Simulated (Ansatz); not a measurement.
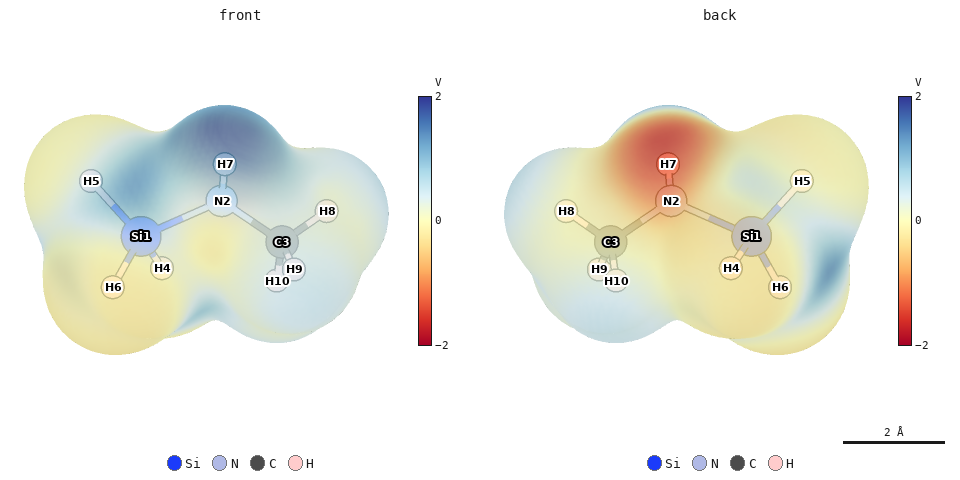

*CH7NSi. The electrostatic potential painted on the density surface at 0.002 e/bohr³, seen from the front and from behind; red is negative and blue positive.*

Not at a stationary point (largest force 1.5 eV/Å).

Computed with RKS r2SCAN-D4/def2-SVP (Ansatz 0.2.0).

```xyz
10

Si   -0.7662    1.2228    0.0176
N     0.5669    0.1227   -0.3744
C     0.5405   -1.2640    0.0478
H    -1.7795    0.3221   -0.4561
H    -0.6165    2.4744   -0.7762
H    -1.0077    1.5979    1.4534
H     1.5109    0.5050   -0.3770
H     1.1343   -1.8986   -0.6342
H     0.9139   -1.4426    1.0779
H    -0.4964   -1.6397    0.0213
```

> Describe the electrostatic potential map.

The most negative region (about −1.4 V) lies over N2, the most positive (about +1.5 V) over H7. N2 is the likeliest acceptor of a hydrogen bond.
